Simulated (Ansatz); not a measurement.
## Electronic structure of Cl₂FGa···H₂ in real space

Input

```
crystal:
  periodic: [false, false, false]
  atoms:
    - {symbol: Ga, position_ang: [0.041009, 0.595868, -0.436857]}
    - {symbol: H, position_ang: [-0.329563, -1.285719, 1.023516]}
    - {symbol: Cl, position_ang: [-1.396655, -0.089095, -1.821315]}
    - {symbol: Cl, position_ang: [-0.420374, 1.977926, 1.089518]}
    - {symbol: H, position_ang: [0.397183, -1.380453, 0.847126]}
    - {symbol: F, position_ang: [1.708398, 0.181572, -0.701889]}
basis:
  gaussian: {orbitals: def2-TZVPP}
hamiltonian: {xc: pbe0, dispersion: d4}
output: {orbitals: {seedname: orbitals}}
```

Run with:

```sh
ansatz run in.yaml --threads 4 --pin off --events-out ev --progress --plain --max-ram 9574MiB
```

The product side of a reaction path; geometry: PBE0-D4/def2-TZVP.

Computed with RKS PBE0-D4/def2-TZVPP (Ansatz).

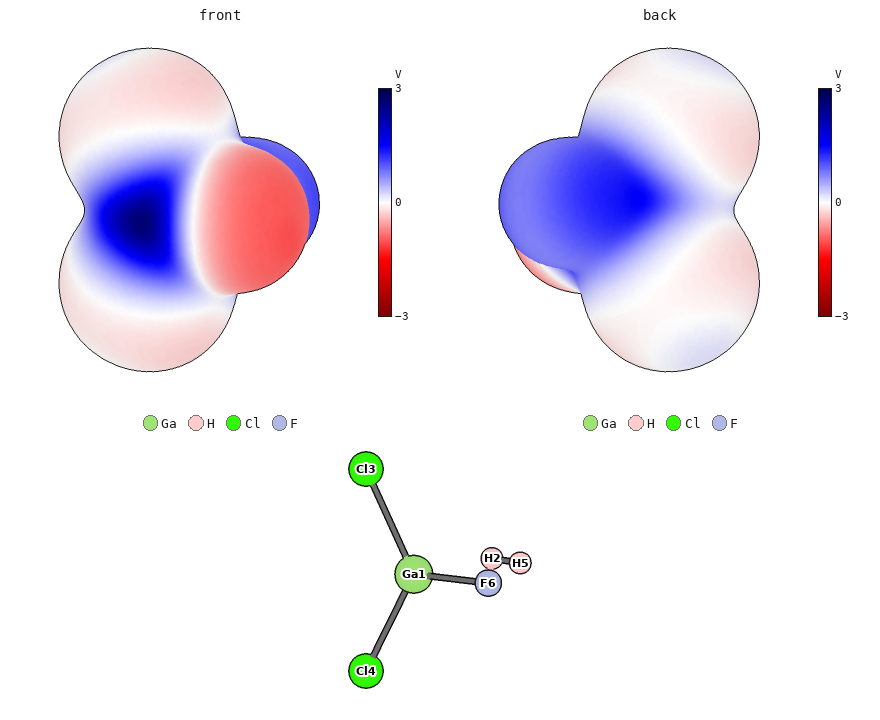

Figure 1. The electrostatic potential painted on the density surface at 0.001 e/bohr³, seen from the front and from behind; the colour scale runs from red (negative) to blue (positive). The bare structure is drawn below in the same view.

Q: Which sites attract a positive test charge, and which a negative one?

A: A positive charge is drawn to the negative regions and a negative charge to the positive ones. The most negative region (about −1.0 V) lies over F6, the most positive (about +2.5 V) over Ga1.

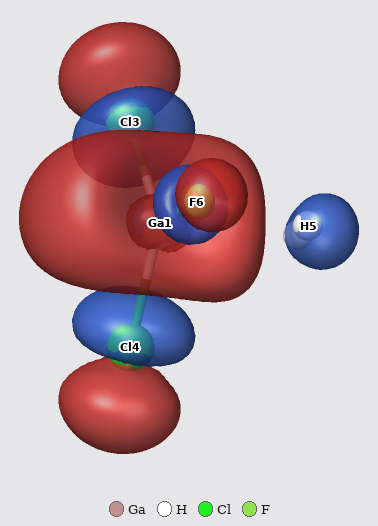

Figure 2. The LUMO at ±0.08 Å⁻³ᐟ² (blue and red are the two phases), seen at a tilt.

Q: Describe this orbital and give its energy.

A: Its weight (Hirshfeld) is mainly on Ga1 (about 45 %), Cl3 (about 20 %), Cl4 (about 20 %) and F6 (about 10 %). Its energy is −1.64 eV.

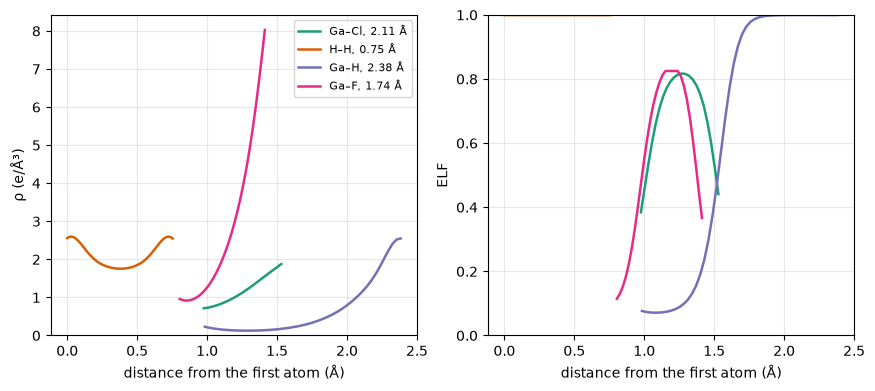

Figure 3. Total electron density and ELF along straight lines between neighbouring atoms. The curves leave out the atomic cores.

Q: What can be read from the curves?

A: Ga–Cl (2.11 Å): ρ is about 0.78 e/Å³ halfway; the ELF peaks at about 0.80 in the valence shell of Cl, 0.8 Å from its nucleus, and is about 0.60 at the midpoint.
H–H (0.75 Å): ρ is about 1.8 e/Å³ halfway; the ELF peaks at about 1 between the atoms.
Ga1···H5 (2.38 Å): the density falls to about 0.13 e/Å³ on the way; the ELF dips to about 0.05 between them.
Ga–F (1.74 Å): the density is about 0.92 e/Å³ at the midpoint; the ELF peaks at about 0.85 in the valence shell of F, 0.6 Å from its nucleus, and is about 0.20 at the midpoint.
